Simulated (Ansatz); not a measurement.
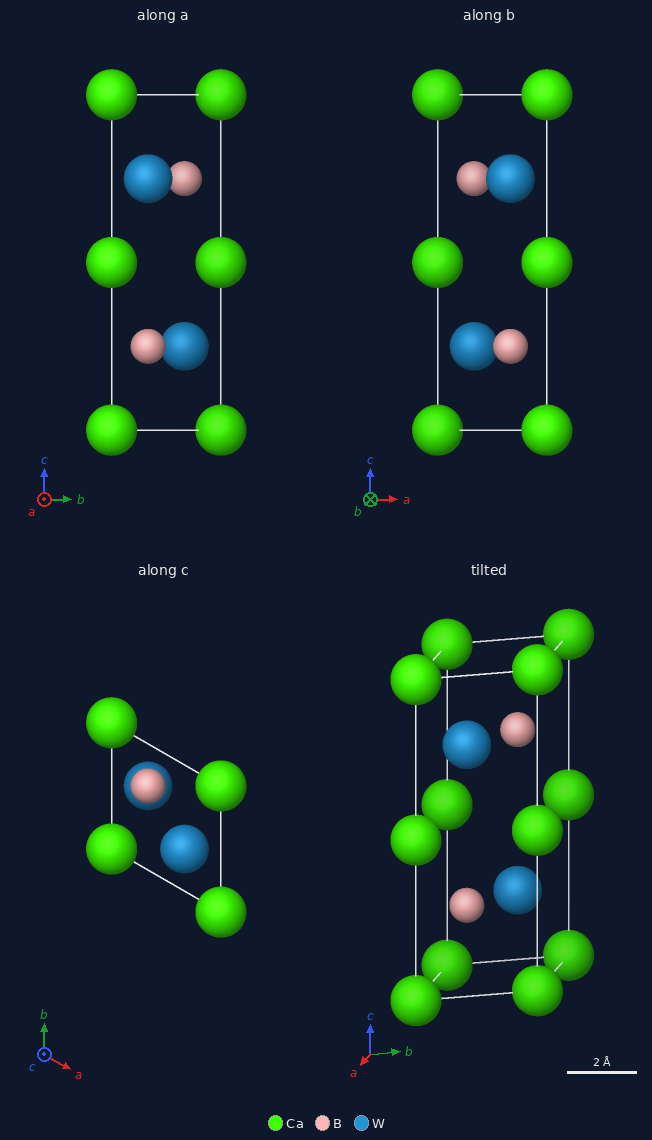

Drawn in the spheres-only manner and seen along the a axis, along the b axis, along the c axis and slightly off an axis. The wireframe shows the conventional unit cell.

Lattice parameters: a = 3.6796 Å, b = 3.6796 Å, c = 9.7784 Å, α = 90.000°, β = 90.000°, γ = 120.000°.

### Express the structure as a CIF with its space group and independent sites.

```cif
data_structure
_symmetry_space_group_name_H-M 'P 63/m m c'
_symmetry_Int_Tables_number 194
_cell_length_a 3.6796
_cell_length_b 3.6796
_cell_length_c 9.7784
_cell_angle_alpha 90.000
_cell_angle_beta 90.000
_cell_angle_gamma 120.000
_cell_volume 114.66
loop_
_atom_site_label
_atom_site_type_symbol
_atom_site_symmetry_multiplicity
_atom_site_Wyckoff_symbol
_atom_site_fract_x
_atom_site_fract_y
_atom_site_fract_z
_atom_site_occupancy
Ca1 Ca 2 a 0.0000 0.0000 0.5000 1
B1 B 2 d 0.6667 0.3333 0.2500 1
W1 W 2 c 0.6667 0.3333 0.7500 1
```

It goes back to a structure type filled with these elements by a generator (whether the compound takes this form wasn't checked). The structure drawn was relaxed with DFT PBE, scalar-relativistic, plane waves, PAW in Ansatz.
